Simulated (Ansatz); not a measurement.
# SiH₅O (doublet): B2PLYP, RPA-PBE over a scan of the distance Si1–H5 along a hydrogen transfer, cc-pVDZ

Aim: run SiH₅O (doublet) with these functionals over a scan of the distance Si1–H5 along a hydrogen transfer, and hold them against the top wave-function level at the same points.

Computed with Ansatz 0.2.0, Gaussian basis. Level: cc-pVDZ, all electrons in the functionals, frozen cores in the correlation of double hybrids and RPA.

Plan: B2PLYP, RPA-PBE, at 1.485 Å; 1.579 Å; 1.769 Å; 1.958 Å; 2.148 Å.

## 1. The system

The geometry derives from fragments relaxed apart (PBE0/def2-TZVP) and kept rigid, so it is no stationary point. A hydrogen atom is moved between rigid fragments.

7 atoms, charge 0, spin multiplicity 2.

Atoms are counted from 1 here; the program's logs count them from 0.

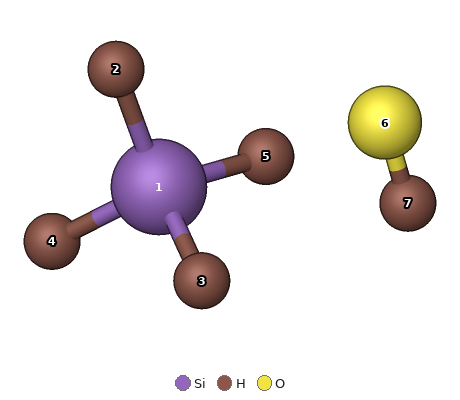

The geometry (silicon purple, hydrogen brown, oxygen yellow); atoms are numbered from 1 in the order of the file.

No dispersion term is added.

The geometry shown and the zero of energy belong to the point 1.485 Å. The yardstick, UCCSDT(Q), and other wave-function levels (R restricted, U unrestricted, valence and pair active spaces) come from earlier runs.

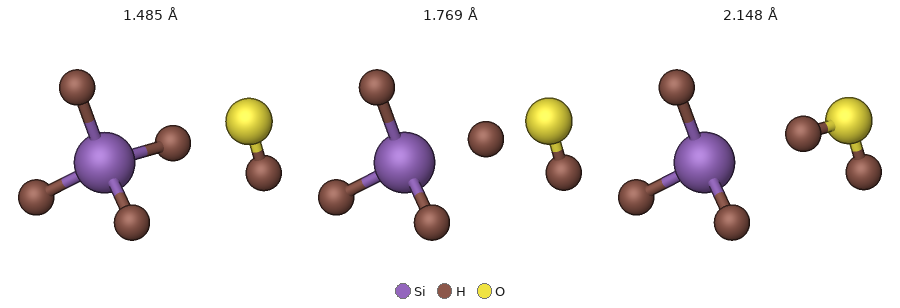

Three points of the scan; sticks are drawn by distance.

## 2. B2PLYP, 1.485 Å

File in.yaml:

```yaml
crystal:
  periodic: [false, false, false]
  atoms:
    - {symbol: Si, position_ang: [-1.091569, 0.019286, 0.000000]}
    - {symbol: H, position_ang: [-1.586441, 1.418994, 0.000000]}
    - {symbol: H, position_ang: [-1.586440, -0.680568, 1.212183]}
    - {symbol: H, position_ang: [-1.586441, -0.680568, -1.212182]}
    - {symbol: H, position_ang: [0.393046, 0.019286, 0.000000]}
    - {symbol: O, position_ang: [2.046431, 0.019286, -0.000001]}
    - {symbol: H, position_ang: [2.298290, -0.920664, -0.000001]}
basis:
  gaussian: {orbitals: cc-pVDZ}
magnetization: {spin_polarized: true, initial_magnetization: 1}
hamiltonian: {xc: {name: B2PLYP}}
correlation: {electrons: outside_noble_gas}
```

Run with:

```bash
> ansatz run in.yaml --threads 1 --pin off --events-out ev --progress --plain --max-ram 2816MiB --backend cpu
```

The log of the run:

```text
Functional definition: B2PLYP
  name "B2PLYP"
  cite "Grimme, J. Chem. Phys. 124, 034108 (2006) doi:10.1063/1.2148954"
  cite "Becke, Phys. Rev. A 38, 3098 (1988) doi:10.1103/PhysRevA.38.3098"
  cite "Lee, Yang & Parr, Phys. Rev. B 37, 785 (1988) doi:10.1103/PhysRevB.37.785"
  parameter a = 0.53
  parameter c = 0.27
  exchange = (1 - a)*b88_x + a*exact_x
  correlation = (1 - c)*lyp_c + c*(mp2_os + mp2_ss)
525 factors; integrals over basis functions are off by at most 1.5e-3 eV
mean field evaluation 1: about -9991.1508 eV, gradient 2.6e1 eV
mean field evaluation 2: about -9991.1709 eV, gradient 2.6e1 eV
mean field evaluation 4: about -9994.8577 eV, gradient 3.7e0 eV
mean field evaluation 8: about -9995.0362 eV, gradient 1.2e-1 eV
mean field evaluation 16: about -9995.0366 eV, gradient 1.4e-4 eV
mean field -9995.03655445 eV, -367.3108184969 hartree, gradient 2.6e-6 eV, S^2 0.756296; 2 other end points of the search recorded, 0 dependent functions left out
6 core orbitals not correlated: weight in the atoms' cores, before any rotation towards them, 1.000 or more for the frozen orbitals, at most 0.000 for the correlated occupied ones
reference -9995.03669844 eV, -367.3108237883 hartree; 8, 7 occupied and 43, 44 virtual orbitals, 525 factors
second order -9.18685141 eV of doubles, -0.00000000 eV of singles
Total energy: -9997.51714832 eV, -367.4019786401 hartree
```

Run time: 2.2 s. Hardware: 1 thread of AMD EPYC 7R13, shared host.

From the report: ⟨S²⟩ of the determinant 0.756 (pure doublet: 0.75).

## 3. B2PLYP, 1.579 Å

File in.yaml:

```yaml
crystal:
  periodic: [false, false, false]
  atoms:
    - {symbol: Si, position_ang: [-1.093506, 0.019286, 0.000000]}
    - {symbol: H, position_ang: [-1.588378, 1.418994, 0.000000]}
    - {symbol: H, position_ang: [-1.588377, -0.680568, 1.212183]}
    - {symbol: H, position_ang: [-1.588377, -0.680568, -1.212182]}
    - {symbol: H, position_ang: [0.485494, 0.019286, 0.000000]}
    - {symbol: O, position_ang: [2.044494, 0.019286, -0.000001]}
    - {symbol: H, position_ang: [2.296353, -0.920664, -0.000001]}
basis:
  gaussian: {orbitals: cc-pVDZ}
magnetization: {spin_polarized: true, initial_magnetization: 1}
hamiltonian: {xc: {name: B2PLYP}}
correlation: {electrons: outside_noble_gas}
```

Launched as before.

The log of the run, cut to the lines that bear on the results:

```text
Functional definition: B2PLYP
  name "B2PLYP"
  cite "Grimme, J. Chem. Phys. 124, 034108 (2006) doi:10.1063/1.2148954"
  cite "Becke, Phys. Rev. A 38, 3098 (1988) doi:10.1103/PhysRevA.38.3098"
  cite "Lee, Yang & Parr, Phys. Rev. B 37, 785 (1988) doi:10.1103/PhysRevB.37.785"
[...]
525 factors; integrals over basis functions are off by at most 1.5e-3 eV
[...]
mean field -9994.97802532 eV, -367.3086675912 hartree, gradient 3.0e-6 eV, S^2 0.760315; 2 other end points of the search recorded, 0 dependent functions left out
6 core orbitals not correlated: weight in the atoms' cores, before any rotation towards them, 1.000 or more for the frozen orbitals, at most 0.000 for the correlated occupied ones
reference -9994.97816893 eV, -367.3086728688 hartree; 8, 7 occupied and 43, 44 virtual orbitals, 525 factors
second order -9.38336846 eV of doubles, -0.00000000 eV of singles
Total energy: -9997.51167842 eV, -367.4017776251 hartree
```

Wall time 2.3 s (1 thread of AMD EPYC 7R13, shared host).

From the report: ⟨S²⟩ of the determinant 0.760 (pure doublet: 0.75).

From 1.485 Å: +0.005 eV.

## 4. B2PLYP, 1.769 Å

File in.yaml:

```yaml
crystal:
  periodic: [false, false, false]
  atoms:
    - {symbol: Si, position_ang: [-1.097404, 0.019286, 0.000000]}
    - {symbol: H, position_ang: [-1.592276, 1.418994, 0.000000]}
    - {symbol: H, position_ang: [-1.592275, -0.680568, 1.212183]}
    - {symbol: H, position_ang: [-1.592276, -0.680568, -1.212182]}
    - {symbol: H, position_ang: [0.671596, 0.019286, 0.000000]}
    - {symbol: O, position_ang: [2.040596, 0.019286, -0.000001]}
    - {symbol: H, position_ang: [2.292455, -0.920664, -0.000001]}
basis:
  gaussian: {orbitals: cc-pVDZ}
magnetization: {spin_polarized: true, initial_magnetization: 1}
hamiltonian: {xc: {name: B2PLYP}}
correlation: {electrons: outside_noble_gas}
```

The command is unchanged.

The log of the run, cut to the lines that bear on the results:

```text
Functional definition: B2PLYP
  name "B2PLYP"
  cite "Grimme, J. Chem. Phys. 124, 034108 (2006) doi:10.1063/1.2148954"
  cite "Becke, Phys. Rev. A 38, 3098 (1988) doi:10.1103/PhysRevA.38.3098"
  cite "Lee, Yang & Parr, Phys. Rev. B 37, 785 (1988) doi:10.1103/PhysRevB.37.785"
[...]
527 factors; integrals over basis functions are off by at most 1.5e-3 eV
[...]
mean field -9994.82994481 eV, -367.3032257327 hartree, gradient 3.6e-6 eV, S^2 0.774997; 2 other end points of the search recorded, 0 dependent functions left out
6 core orbitals not correlated: weight in the atoms' cores, before any rotation towards them, 1.000 or more for the frozen orbitals, at most 0.000 for the correlated occupied ones
reference -9994.83008849 eV, -367.3032310129 hartree; 8, 7 occupied and 43, 44 virtual orbitals, 527 factors
second order -9.94879715 eV of doubles, -0.00000000 eV of singles
Total energy: -9997.51626372 eV, -367.4019461319 hartree
```

Run time: 1.9 s. Hardware: 1 thread of AMD EPYC 7R13, shared host.

From the report: ⟨S²⟩ of the determinant 0.775 (pure doublet: 0.75).

From 1.485 Å: +0.001 eV.

## 5. B2PLYP, 1.958 Å

File in.yaml:

```yaml
crystal:
  periodic: [false, false, false]
  atoms:
    - {symbol: Si, position_ang: [-1.101282, 0.019286, 0.000000]}
    - {symbol: H, position_ang: [-1.596154, 1.418994, 0.000000]}
    - {symbol: H, position_ang: [-1.596153, -0.680568, 1.212183]}
    - {symbol: H, position_ang: [-1.596154, -0.680568, -1.212182]}
    - {symbol: H, position_ang: [0.856718, 0.019286, 0.000000]}
    - {symbol: O, position_ang: [2.036718, 0.019286, -0.000001]}
    - {symbol: H, position_ang: [2.288577, -0.920664, -0.000001]}
basis:
  gaussian: {orbitals: cc-pVDZ}
magnetization: {spin_polarized: true, initial_magnetization: 1}
hamiltonian: {xc: {name: B2PLYP}}
correlation: {electrons: outside_noble_gas}
```

Same command.

The log of the run, cut to the lines that bear on the results:

```text
Functional definition: B2PLYP
  name "B2PLYP"
  cite "Grimme, J. Chem. Phys. 124, 034108 (2006) doi:10.1063/1.2148954"
  cite "Becke, Phys. Rev. A 38, 3098 (1988) doi:10.1103/PhysRevA.38.3098"
  cite "Lee, Yang & Parr, Phys. Rev. B 37, 785 (1988) doi:10.1103/PhysRevB.37.785"
[...]
527 factors; integrals over basis functions are off by at most 1.6e-3 eV
[...]
mean field -9995.20820131 eV, -367.3171264027 hartree, gradient 1.8e-6 eV, S^2 0.763875; 0 other end points of the search recorded, 0 dependent functions left out
6 core orbitals not correlated: weight in the atoms' cores, before any rotation towards them, 1.000 or more for the frozen orbitals, at most 0.000 for the correlated occupied ones
reference -9995.20834616 eV, -367.3171317257 hartree; 8, 7 occupied and 43, 44 virtual orbitals, 527 factors
second order -10.27971765 eV of doubles, -0.00000000 eV of singles
Total energy: -9997.98386992 eV, -367.4191303428 hartree
```

Run time: 1.5 s. Hardware: 1 thread of AMD EPYC 7R13, shared host.

From the report: ⟨S²⟩ of the determinant 0.764 (pure doublet: 0.75).

From 1.485 Å: -0.467 eV.

## 6. B2PLYP, 2.148 Å

File in.yaml:

```yaml
crystal:
  periodic: [false, false, false]
  atoms:
    - {symbol: Si, position_ang: [-1.105180, 0.019286, 0.000000]}
    - {symbol: H, position_ang: [-1.600052, 1.418994, 0.000000]}
    - {symbol: H, position_ang: [-1.600051, -0.680568, 1.212183]}
    - {symbol: H, position_ang: [-1.600052, -0.680568, -1.212182]}
    - {symbol: H, position_ang: [1.042820, 0.019286, 0.000000]}
    - {symbol: O, position_ang: [2.032820, 0.019286, -0.000001]}
    - {symbol: H, position_ang: [2.284679, -0.920664, -0.000001]}
basis:
  gaussian: {orbitals: cc-pVDZ}
magnetization: {spin_polarized: true, initial_magnetization: 1}
hamiltonian: {xc: {name: B2PLYP}}
correlation: {electrons: outside_noble_gas}
```

Launched as before.

The log of the run, cut to the lines that bear on the results:

```text
Functional definition: B2PLYP
  name "B2PLYP"
  cite "Grimme, J. Chem. Phys. 124, 034108 (2006) doi:10.1063/1.2148954"
  cite "Becke, Phys. Rev. A 38, 3098 (1988) doi:10.1103/PhysRevA.38.3098"
  cite "Lee, Yang & Parr, Phys. Rev. B 37, 785 (1988) doi:10.1103/PhysRevB.37.785"
[...]
527 factors; integrals over basis functions are off by at most 1.4e-3 eV
[...]
mean field -9995.81169596 eV, -367.3393044220 hartree, gradient 4.2e-6 eV, S^2 0.753588; 0 other end points of the search recorded, 0 dependent functions left out
6 core orbitals not correlated: weight in the atoms' cores, before any rotation towards them, 1.000 or more for the frozen orbitals, at most 0.000 for the correlated occupied ones
reference -9995.81184103 eV, -367.3393097532 hartree; 8, 7 occupied and 43, 44 virtual orbitals, 527 factors
second order -10.01671851 eV of doubles, -0.00000000 eV of singles
Total energy: -9998.51635503 eV, -367.4386988094 hartree
```

It took 1.5 s on 1 thread of AMD EPYC 7R13, shared host.

From the report: ⟨S²⟩ of the determinant 0.754 (pure doublet: 0.75).

From 1.485 Å: -0.999 eV.

## 7. RPA-PBE, 1.485 Å

File in.yaml:

```yaml
crystal:
  periodic: [false, false, false]
  atoms:
    - {symbol: Si, position_ang: [-1.091569, 0.019286, 0.000000]}
    - {symbol: H, position_ang: [-1.586441, 1.418994, 0.000000]}
    - {symbol: H, position_ang: [-1.586440, -0.680568, 1.212183]}
    - {symbol: H, position_ang: [-1.586441, -0.680568, -1.212182]}
    - {symbol: H, position_ang: [0.393046, 0.019286, 0.000000]}
    - {symbol: O, position_ang: [2.046431, 0.019286, -0.000001]}
    - {symbol: H, position_ang: [2.298290, -0.920664, -0.000001]}
basis:
  gaussian: {orbitals: cc-pVDZ}
magnetization: {spin_polarized: true, initial_magnetization: 1}
hamiltonian: {xc: {name: PBE}}
correlation: {method: rpa, electrons: outside_noble_gas}
```

Launched as before.

The log of the run, cut to the lines that bear on the results:

```text
Functional definition: PBE
  name "PBE"
  cite "Perdew, Burke & Ernzerhof, Phys. Rev. Lett. 77, 3865 (1996) doi:10.1103/PhysRevLett.77.3865"
  parent pbe
[...]
525 factors; integrals over basis functions are off by at most 1.5e-3 eV
[...]
mean field -9996.36626999 eV, -367.3596846419 hartree, gradient 6.0e-6 eV, S^2 0.752210; 6 other end points of the search recorded, 0 dependent functions left out
6 core orbitals not correlated: weight in the atoms' cores, before any rotation towards them, 1.000 or more for the frozen orbitals, at most 0.000 for the correlated occupied ones
reference -9975.23092746 eV, -366.5829751299 hartree; 8, 7 occupied and 43, 44 virtual orbitals, 525 factors
Total energy: -9989.70778529 eV, -367.1149898424 hartree
```

It took 4.4 s on 1 thread of AMD EPYC 7R13, shared host.

From the report: ⟨S²⟩ of the determinant 0.752 (pure doublet: 0.75).

## 8. RPA-PBE, 1.579 Å

File in.yaml:

```yaml
crystal:
  periodic: [false, false, false]
  atoms:
    - {symbol: Si, position_ang: [-1.093506, 0.019286, 0.000000]}
    - {symbol: H, position_ang: [-1.588378, 1.418994, 0.000000]}
    - {symbol: H, position_ang: [-1.588377, -0.680568, 1.212183]}
    - {symbol: H, position_ang: [-1.588377, -0.680568, -1.212182]}
    - {symbol: H, position_ang: [0.485494, 0.019286, 0.000000]}
    - {symbol: O, position_ang: [2.044494, 0.019286, -0.000001]}
    - {symbol: H, position_ang: [2.296353, -0.920664, -0.000001]}
basis:
  gaussian: {orbitals: cc-pVDZ}
magnetization: {spin_polarized: true, initial_magnetization: 1}
hamiltonian: {xc: {name: PBE}}
correlation: {method: rpa, electrons: outside_noble_gas}
```

Same command.

The log of the run, cut to the lines that bear on the results:

```text
Functional definition: PBE
  name "PBE"
  cite "Perdew, Burke & Ernzerhof, Phys. Rev. Lett. 77, 3865 (1996) doi:10.1103/PhysRevLett.77.3865"
  parent pbe
[...]
525 factors; integrals over basis functions are off by at most 1.5e-3 eV
[...]
mean field -9996.46989888 eV, -367.3634929333 hartree, gradient 2.7e-6 eV, S^2 0.752788; 6 other end points of the search recorded, 0 dependent functions left out
6 core orbitals not correlated: weight in the atoms' cores, before any rotation towards them, 1.000 or more for the frozen orbitals, at most 0.000 for the correlated occupied ones
reference -9975.03730672 eV, -366.5758596989 hartree; 8, 7 occupied and 43, 44 virtual orbitals, 525 factors
Total energy: -9989.69970236 eV, -367.1146928000 hartree
```

Wall time 4.2 s (1 thread of AMD EPYC 7R13, shared host).

From the report: ⟨S²⟩ of the determinant 0.753 (pure doublet: 0.75).

From 1.485 Å: +0.008 eV.

## 9. RPA-PBE, 1.769 Å

File in.yaml:

```yaml
crystal:
  periodic: [false, false, false]
  atoms:
    - {symbol: Si, position_ang: [-1.097404, 0.019286, 0.000000]}
    - {symbol: H, position_ang: [-1.592276, 1.418994, 0.000000]}
    - {symbol: H, position_ang: [-1.592275, -0.680568, 1.212183]}
    - {symbol: H, position_ang: [-1.592276, -0.680568, -1.212182]}
    - {symbol: H, position_ang: [0.671596, 0.019286, 0.000000]}
    - {symbol: O, position_ang: [2.040596, 0.019286, -0.000001]}
    - {symbol: H, position_ang: [2.292455, -0.920664, -0.000001]}
basis:
  gaussian: {orbitals: cc-pVDZ}
magnetization: {spin_polarized: true, initial_magnetization: 1}
hamiltonian: {xc: {name: PBE}}
correlation: {method: rpa, electrons: outside_noble_gas}
```

The command is unchanged.

The log of the run, cut to the lines that bear on the results:

```text
Functional definition: PBE
  name "PBE"
  cite "Perdew, Burke & Ernzerhof, Phys. Rev. Lett. 77, 3865 (1996) doi:10.1103/PhysRevLett.77.3865"
  parent pbe
[...]
527 factors; integrals over basis functions are off by at most 1.5e-3 eV
[...]
mean field -9996.64269045 eV, -367.3698429063 hartree, gradient 8.1e-6 eV, S^2 0.753856; 4 other end points of the search recorded, 0 dependent functions left out
6 core orbitals not correlated: weight in the atoms' cores, before any rotation towards them, 1.000 or more for the frozen orbitals, at most 0.000 for the correlated occupied ones
reference -9974.73088469 eV, -366.5645988970 hartree; 8, 7 occupied and 43, 44 virtual orbitals, 527 factors
Total energy: -9989.69315574 eV, -367.1144522163 hartree
```

Wall time 4 s (1 thread of AMD EPYC 7R13, shared host).

From the report: ⟨S²⟩ of the determinant 0.754 (pure doublet: 0.75).

From 1.485 Å: +0.015 eV.

## 10. RPA-PBE, 1.958 Å

File in.yaml:

```yaml
crystal:
  periodic: [false, false, false]
  atoms:
    - {symbol: Si, position_ang: [-1.101282, 0.019286, 0.000000]}
    - {symbol: H, position_ang: [-1.596154, 1.418994, 0.000000]}
    - {symbol: H, position_ang: [-1.596153, -0.680568, 1.212183]}
    - {symbol: H, position_ang: [-1.596154, -0.680568, -1.212182]}
    - {symbol: H, position_ang: [0.856718, 0.019286, 0.000000]}
    - {symbol: O, position_ang: [2.036718, 0.019286, -0.000001]}
    - {symbol: H, position_ang: [2.288577, -0.920664, -0.000001]}
basis:
  gaussian: {orbitals: cc-pVDZ}
magnetization: {spin_polarized: true, initial_magnetization: 1}
hamiltonian: {xc: {name: PBE}}
correlation: {method: rpa, electrons: outside_noble_gas}
```

The command is unchanged.

The log of the run, cut to the lines that bear on the results:

```text
Functional definition: PBE
  name "PBE"
  cite "Perdew, Burke & Ernzerhof, Phys. Rev. Lett. 77, 3865 (1996) doi:10.1103/PhysRevLett.77.3865"
  parent pbe
[...]
527 factors; integrals over basis functions are off by at most 1.6e-3 eV
[...]
mean field -9997.05390869 eV, -367.3849548977 hartree, gradient 5.4e-6 eV, S^2 0.752900; 3 other end points of the search recorded, 0 dependent functions left out
6 core orbitals not correlated: weight in the atoms' cores, before any rotation towards them, 1.000 or more for the frozen orbitals, at most 0.000 for the correlated occupied ones
reference -9975.22864546 eV, -366.5828912679 hartree; 8, 7 occupied and 43, 44 virtual orbitals, 527 factors
Total energy: -9990.09559235 eV, -367.1292414890 hartree
```

Run time: 2.9 s. Hardware: 1 thread of AMD EPYC 7R13, shared host.

From the report: ⟨S²⟩ of the determinant 0.753 (pure doublet: 0.75).

From 1.485 Å: -0.388 eV.

## 11. RPA-PBE, 2.148 Å

File in.yaml:

```yaml
crystal:
  periodic: [false, false, false]
  atoms:
    - {symbol: Si, position_ang: [-1.105180, 0.019286, 0.000000]}
    - {symbol: H, position_ang: [-1.600052, 1.418994, 0.000000]}
    - {symbol: H, position_ang: [-1.600051, -0.680568, 1.212183]}
    - {symbol: H, position_ang: [-1.600052, -0.680568, -1.212182]}
    - {symbol: H, position_ang: [1.042820, 0.019286, 0.000000]}
    - {symbol: O, position_ang: [2.032820, 0.019286, -0.000001]}
    - {symbol: H, position_ang: [2.284679, -0.920664, -0.000001]}
basis:
  gaussian: {orbitals: cc-pVDZ}
magnetization: {spin_polarized: true, initial_magnetization: 1}
hamiltonian: {xc: {name: PBE}}
correlation: {method: rpa, electrons: outside_noble_gas}
```

The command is unchanged.

The log of the run, cut to the lines that bear on the results:

```text
Functional definition: PBE
  name "PBE"
  cite "Perdew, Burke & Ernzerhof, Phys. Rev. Lett. 77, 3865 (1996) doi:10.1103/PhysRevLett.77.3865"
  parent pbe
[...]
527 factors; integrals over basis functions are off by at most 1.4e-3 eV
[...]
mean field -9997.42004839 eV, -367.3984102837 hartree, gradient 8.7e-6 eV, S^2 0.752269; 0 other end points of the search recorded, 0 dependent functions left out
6 core orbitals not correlated: weight in the atoms' cores, before any rotation towards them, 1.000 or more for the frozen orbitals, at most 0.000 for the correlated occupied ones
reference -9976.11633358 eV, -366.6155132044 hartree; 8, 7 occupied and 43, 44 virtual orbitals, 527 factors
Total energy: -9990.59547626 eV, -367.1476118836 hartree
```

Run time: 1.4 s. Hardware: 1 thread of AMD EPYC 7R13, shared host.

From the report: ⟨S²⟩ of the determinant 0.752 (pure doublet: 0.75).

From 1.485 Å: -0.888 eV.

## 12. The comparison

The yardstick is UCCSDT(Q), where the cluster series has nearly closed. It comes from earlier runs at the same points. Energies in eV, counted from 1.485 Å; blanks weren't run or aren't comparable.

```tsv
level	1.485 Å	1.579 Å	1.769 Å	1.958 Å	2.148 Å
UCCSDT(Q)	0.000	0.037	0.077	-0.416	-1.007
B2PLYP	0.000	0.005	0.001	-0.467	-0.999
RPA-PBE	0.000	0.008	0.015	-0.388	-0.888
```

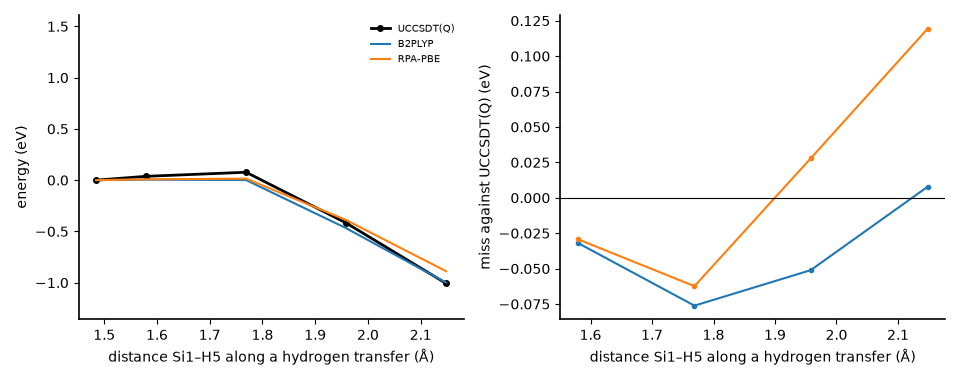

Left: the curves (the axis may cut off levels that run far away). Right: misses against UCCSDT(Q), in the same colours.

Largest miss and mean time a point (UCCSDT(Q) took 10 s a point; shared hosts):

```tsv
level	largest miss (eV)	where	time a point
B2PLYP	-0.076	1.769 Å	1.9 s
RPA-PBE	+0.119	2.148 Å	3.4 s
```

## 13. Outcome

| quantity | value |
| --- | --- |
| span of the UCCSDT(Q) curve | 1.084 eV |
| largest miss, B2PLYP | -0.076 eV (1.769 Å) |
| largest miss, RPA-PBE | +0.119 eV (2.148 Å) |

What this shows: Of the functionals, B2PLYP keep the smallest largest miss at the points compared (at most 0.076 eV) and RPA-PBE strays most (0.119 eV, at 2.148 Å). Functionals and the yardstick converge differently with the basis, so part of each miss in cc-pVDZ is the basis.
